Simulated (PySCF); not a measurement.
# BH2O (SMILES B[O]): UCISD/STO-3G

Aim: the vertical doublet–quartet gap of BH2O at UCISD/STO-3G, from 2 runs. Input form: a Python script.

Program for the calculation: PySCF 2.14.0.

9 further runs of the same task are left out: 1 that didn't finish, 8 set aside as unsound or not needed.

### Step 1. The structure to begin with

BH2O: 4 atoms, total charge 0, spin state doublet. SMILES: `B[O]`. The coordinates come from a PBE0-D4/def2-TZVP relaxation.

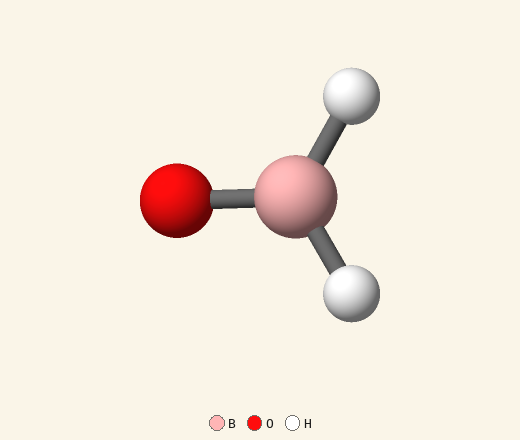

The structure, seen from a chosen angle (boron pink, oxygen red, hydrogen white).

### Step 2. The energy at UCISD/STO-3G

File start.xyz:

```xyz
4
BH2O
B     -0.001100    -0.010300    -0.015100
O      1.025300    -0.340800     0.676900
H     -1.052600    -0.587700     0.151600
H      0.083900     0.878500    -0.833600
```

File calc.py:

```python
from pyscf import gto, scf, ci

molecule = gto.Mole()
molecule.atom = 'start.xyz'
molecule.spin = 1
molecule.verbose = 3
molecule.basis = 'sto-3g'
molecule.max_memory = 1860
molecule.build()

mf = scf.UHF(molecule)
mf.conv_tol = 1e-10
mf.kernel()
if not mf.converged:
    mf = mf.newton().run(mf.mo_coeff, mf.mo_occ)

cisd = ci.CISD(mf, frozen=2)
cisd.kernel()
e_final = cisd.e_tot
print(f'total energy: {e_final:.8f} hartree')
```

Command:

```bash
$ OMP_NUM_THREADS=1 python calc.py
```

The log of the run:

```text
converged SCF energy = -99.3856366710952  <S^2> = 0.76855603  2S+1 = 2.0184707
E(UCISD) = -99.47304757085746  E_corr = -0.08741089976222724
total energy: -99.47304757 hartree
```

Run time: 0.72 s. Hardware: 1 thread of Arm Neoverse V1, shared host; peak memory 0.1 GiB.

### Step 3. The quartet, same level

File job.py:

```python
from pyscf import gto, scf, ci

molecule = gto.Mole()
molecule.atom = '''
B     -0.002079    -0.019464    -0.028535
O      1.937536    -0.644019     1.279156
H     -1.989126    -1.110592     0.286482
H      0.158548     1.660124    -1.575276
'''
molecule.unit = 'bohr'
molecule.spin = 3
molecule.max_memory = 1860
molecule.basis = 'sto-3g'
molecule.verbose = 3
molecule.build()

mf = scf.UHF(molecule)
mf.conv_tol = 1e-10
mf.kernel()
if not mf.converged:
    mf = mf.newton().run(mf.mo_coeff, mf.mo_occ)

cisd = ci.CISD(mf, frozen=2)
cisd.kernel()
etot = cisd.e_tot
print('E = %.10f Eh' % etot)
```

Command:

```bash
$ OMP_NUM_THREADS=1 python job.py
```

The log of the run:

```text
WARN: HOMO 0.207895241790947 >= LUMO -0.440133353610288

converged SCF energy = -99.1344566930112  <S^2> = 3.7568234  2S+1 = 4.0034102
E(UCISD) = -99.19774614260241  E_corr = -0.06328944959119168
E = -99.1977461426 Eh
```

Run time: 0.72 s. Hardware: 1 thread of Arm Neoverse V1, shared host; peak memory 0.1 GiB.

### Step 4. What came out

At UCISD/STO-3G, 2 core orbitals frozen:

| quantity | value |
| --- | --- |
| doublet: total energy | -99.47305 Eh |
| doublet: dipole moment (Hartree–Fock density) | 0.21 D |
| doublet: HOMO energy (Hartree–Fock orbitals) (highest over α and β) | -11.28 eV |
| doublet: LUMO energy (Hartree–Fock orbitals) (lowest over α and β) | 6.82 eV |
| doublet: correlation energy (2 core orbitals frozen) | -87.4 mEh |
| doublet: ⟨S²⟩ of the reference determinant | 0.769 |
| quartet: total energy | -99.19775 Eh |
| quartet: dipole moment (Hartree–Fock density) | 2.26 D |
| quartet: HOMO energy (Hartree–Fock orbitals) (highest over α and β) | -4.19 eV |
| quartet: LUMO energy (Hartree–Fock orbitals) (lowest over α and β) | 2.73 eV |
| quartet: correlation energy (2 core orbitals frozen) | -63.3 mEh |
| quartet: ⟨S²⟩ of the reference determinant | 3.757 |
| vertical energy of the quartet above the doublet | 7.491 eV |

What this shows: At this shape the quartet lies 7.49 eV (723 kJ/mol) above the doublet. In a minimal basis such a difference can be off by several eV, whatever the method. Mulliken charges (doublet) of the mean-field density run from -0.14 on O2 to +0.24 on B1; they depend strongly on the basis.
